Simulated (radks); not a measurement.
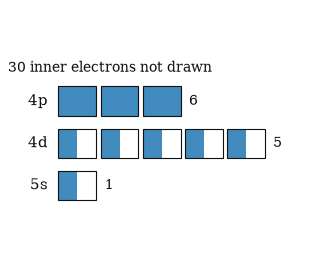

Figure 1. The outer shells as the input fills them: a box for each of the 2l + 1 orbitals, shaded by the share of the shell that is filled, with the electron count at the right.

**Atomic calculation, with input and output: Mo**

- system: the neutral molybdenum atom in the configuration [Kr] 4d5 5s1 (high spin).
- method: scalar-relativistic Kohn-Sham, LDA (Slater exchange, Perdew-Wang correlation), spin-polarised, spherical densities, point nucleus (the in-house radial solver radks)

### The input
```
Z 42
configuration [Kr] 4d5 5s1
relativity scalar-relativistic
functional lda,pw
spin polarised
nucleus point
c 137.035999084
history 20
max_iterations 69
```

Energies in input and log are in hartree, lengths in bohr.

Hardware: 1 thread of Arm Neoverse V2, 23 GiB of memory available, shared host.

The run was one of a batch that the task file lists, launched with:
```bash
python <driver script> task.json out
```

### Output
```
1s      1   1.0000        -727.43108881
2s      1   1.0000        -102.74833446
2p      1   3.0000         -91.92059019
3s      1   1.0000         -17.45043405
3p      1   3.0000         -13.90362333
3d      1   5.0000          -8.11472765
4s      1   1.0000          -2.38540090
4p      1   3.0000          -1.43994958
4d      1   5.0000          -0.17161326
5s      1   1.0000          -0.17760257
1s      2   1.0000        -727.43050053
2s      2   1.0000        -102.73096807
2p      2   3.0000         -91.90703995
3s      2   1.0000         -17.43756278
3p      2   3.0000         -13.88963223
3d      2   5.0000          -8.09607236
4s      2   1.0000          -2.29342587
4p      2   3.0000          -1.33944385
4d      2   0.0000          -0.06309112
5s      2   0.0000          -0.10020744
Etot -4044.5692880220563
Ekin 4169.1021149639455
Encl -9752.533082980699
Eh 1658.2535750956
Exc -119.39189510090272
err 6.315852712175343e-09
it 20
```

### Outcome

- outcome: converged
- total energy: −4044.5693 hartree
- kinetic energy: 4169.1021 hartree
- electron–nucleus energy: −9752.5331 hartree
- Hartree energy: 1658.2536 hartree
- exchange–correlation energy: −119.391895 hartree
- radius at density 0.001 e/bohr³: 4.64 bohr
- SCF iterations: 20

### What is odd here

A numerical setting was moved from its usual value: mixing history nhist = 20. The program ran to the end, and its total energy equals that of the same run with the usual input (−4044.56929 hartree) within 10⁻⁵ hartree, so the oddity leaves no trace in it.
